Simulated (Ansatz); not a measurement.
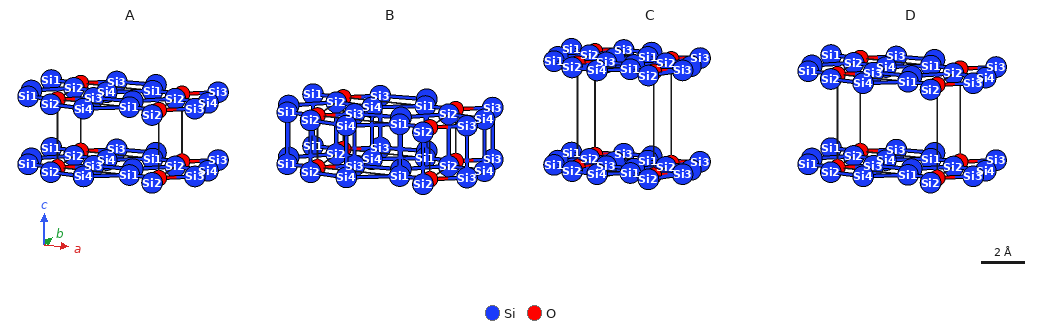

4 geometries from one relaxation of a crystal of Si₅O (a generated structure, set up in P-62m) (coarse preliminary run), in shuffled order. Style: ball-and-stick. Shown: the cell of the calculation, slightly off an axis.

The calculation used DFT PBE, scalar-relativistic, plane waves, PAW (Ansatz). Settings: plane-wave cutoff 420 eV; k-point mesh 6 × 6 × 4; occupations gaussian; smearing width 0.1 eV; no spin polarisation; cell and atoms relaxed; force threshold 0.04 eV/Å; at most 70 steps.

Question: Order the frames from highest to lowest energy.

Answer: C, D, A, B. They are steps 0, 7, 12, 28, at +7546 meV per atom, +578 meV per atom, +338 meV per atom relative to the last. The largest moves relative to the cell, 0.27 Å, are those of Si atoms. O stays in place. The volume changes by +8.4 %, with a = b 4.683 → 6.897 Å (+47.3 %), c 4.909 → 2.453 Å (−50.0 %). Among the contacts that change: Si–Si 4.909 → 2.453 Å, Si–Si 2.816 → 4.420 Å, Si–Si 3.062 → 4.392 Å, Si–Si 2.704 → 3.982 Å. Among the angles between lasting bonds that change: Si–Si–Si 112.5° → 102.6°, Si–Si–O 123.8° → 128.7°. The space group stays P-62m (No. 189). Over 25 accepted moves (28 points after the start) the energy falls by 7546 meV per atom. Largest force component: 14 eV/Å at the start, 0.0095 eV/Å at the end. The pressure goes from 205.39 to 0.08 GPa. The line search rejected the trial step at point 24 of the run. The SCF was repeated twice at an unchanged geometry on a basis and grid sized afresh for the cell, which shifted the energy by 151 meV per atom at most. The run took 3.8 min on 1 thread of Intel(R) Xeon(R) Processor @ 2.50GHz (Skylake/Cascade Lake), with other jobs on the host, peak memory 0.36 GiB.
